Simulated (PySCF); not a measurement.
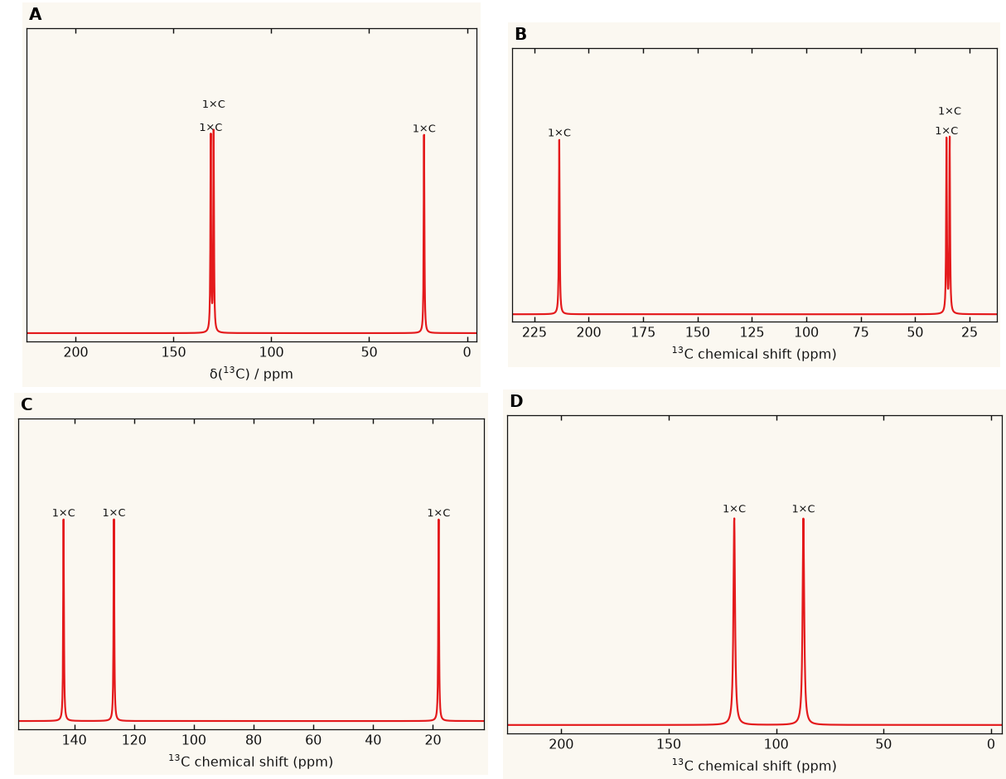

GIAO shifts, BP86/pcSseg-1 in PySCF, at a PBE0-D3(BJ)/def2-SVP geometry (no frequency check), against TMS for ¹³C computed at the same level. Gas phase, fully decoupled, line heights follow the number of nuclei, widths are arbitrary (no quadrupolar broadening); values of one conformer, averaged over nuclei that symmetry or rotation about single bonds exchange, these motions taken as fast; other conformers aren't averaged in.

Question: Which panel belongs to which molecule?
1. C₃H₅BF₂S, SMILES C=C(SC)B(F)F
2. C₃H₆ClFSi, SMILES F[SiH2]C/C=C\Cl
3. C₂H₄B₂F₂Si, SMILES C#CB(F)B[SiH2]F
4. C₃H₈O₂Si, SMILES CC(=O)C[SiH2]O

Answer: A: 2 (131.0 (1 C), 129.5 (1 C), 21.9 (1 C) ppm)
B: 4 (213.5 (1 C), 35.6 (1 C), 34.1 (1 C) ppm)
C: 1 (143.5 (1 C), 126.7 (1 C), 18.1 (1 C) ppm)
D: 3 (119.5 (1 C), 87.3 (1 C) ppm)
